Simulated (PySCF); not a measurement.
## Electronic structure of C5H8ClFSi in real space

Input

```
{"job": {"kind": "uv", "xc": "B3LYP", "basis": "def2-SVPD", "nstates": 8, "ntriplets": 3}, "charge": 0, "multiplicity": 1}
C     -2.335159     0.699761    -0.565536
C     -1.207783     0.034033    -0.432622
C      0.054426    -0.092705    -1.242003
C      0.737504    -0.721839    -0.003899
Si     1.933848     0.431644     0.926176
Cl     3.589532     0.598722    -0.219544
C     -0.636598    -0.807954     0.676318
F     -0.706072    -0.262485     1.943532
H     -3.092838     0.679385     0.199310
H     -2.536553     1.296697    -1.439050
H      0.471928     0.845453    -1.605751
H     -0.042334    -0.776752    -2.085395
H      1.188198    -1.697447    -0.192240
H      2.296684    -0.160816     2.208242
H      1.339767     1.757104     1.062250
H     -1.062150    -1.813855     0.758802
```

Command:

```sh
OMP_NUM_THREADS=1 python probes_run.py task.json out
```

Geometry: GFN2-xTB.

Computed with PySCF, B3LYP/def2-SVPD, SCF density, gas phase.

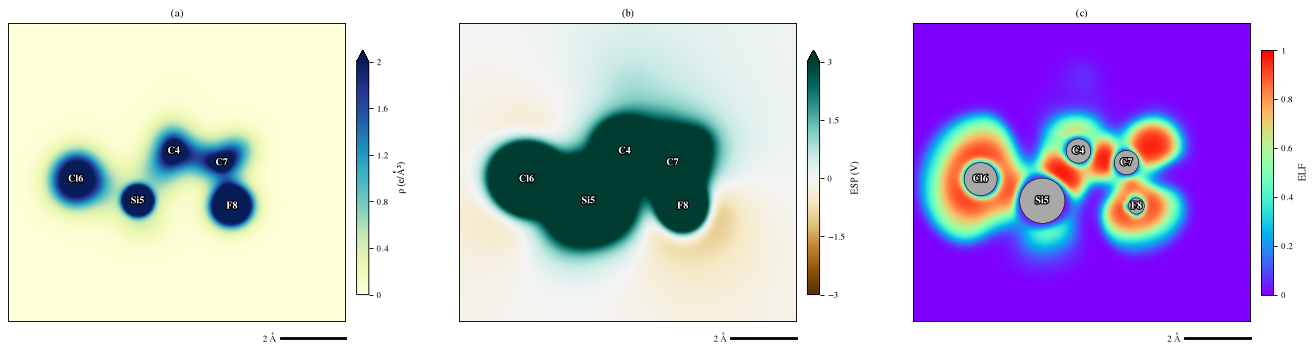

Figure 1. (a) total electron density; (b) molecular electrostatic potential; (c) electron localisation function on the plane of atoms C4, Si5 and Cl6. Grey discs cover the atomic cores in the ELF map.

Question: What does the map show?

Answer: Atoms in the plane: C, Si, Cl and F. C–F (1.38 Å): ρ at the midpoint is about 2.1 e/Å³, with its minimum of 1.6 e/Å³ about 0.5 Å from C; the ELF peaks at about 0.85 between the atoms: a polar covalent bond. C–Si (1.90 Å): the density is about 0.93 e/Å³ at the midpoint; the ELF peaks at about 0.95 between the atoms, as expected for a covalent bond. Si–Cl (2.02 Å): the density is about 0.92 e/Å³ at the midpoint; the ELF peaks at about 0.90 between the atoms, as expected for a shared but strongly polarised pair. The ELF also peaks beside F8 and Cl6, away from the bonds: lone-pair regions. Outside the dense part of the molecule the potential is most negative (−1.0 V) near F8.

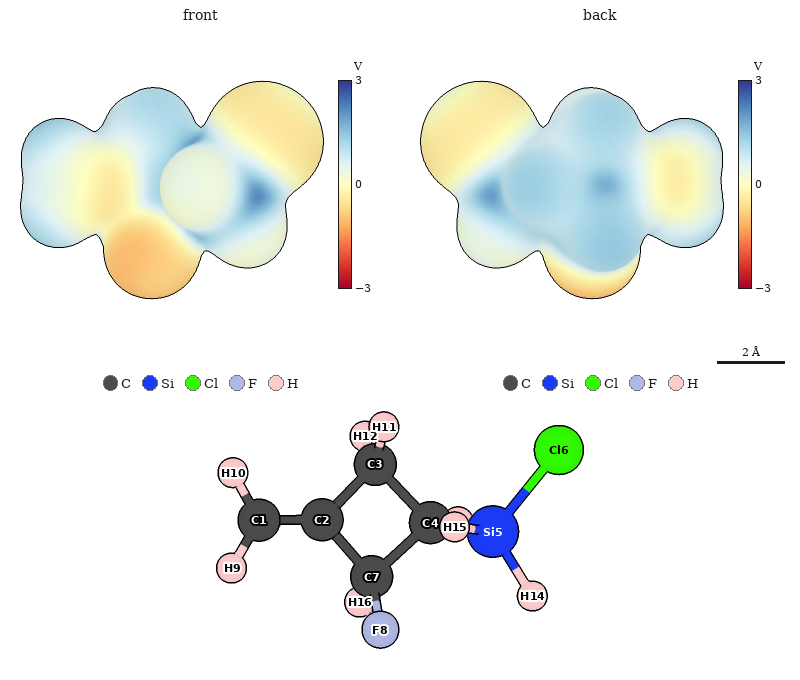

Figure 2. The electrostatic potential painted on the density surface at 0.004 e/bohr³, seen from the front and from behind; the colour scale runs from red (negative) to blue (positive). The bare structure is drawn below in the same view.

Question: Where is the surface potential most negative and most positive?

Answer: The most negative region (about −1.0 V) lies over F8, the most positive (about +1.9 V) over Si5. Cl6 shows a σ-hole: about +0.3 V at the tip opposite its bond, against about −0.4 V on its flanks.
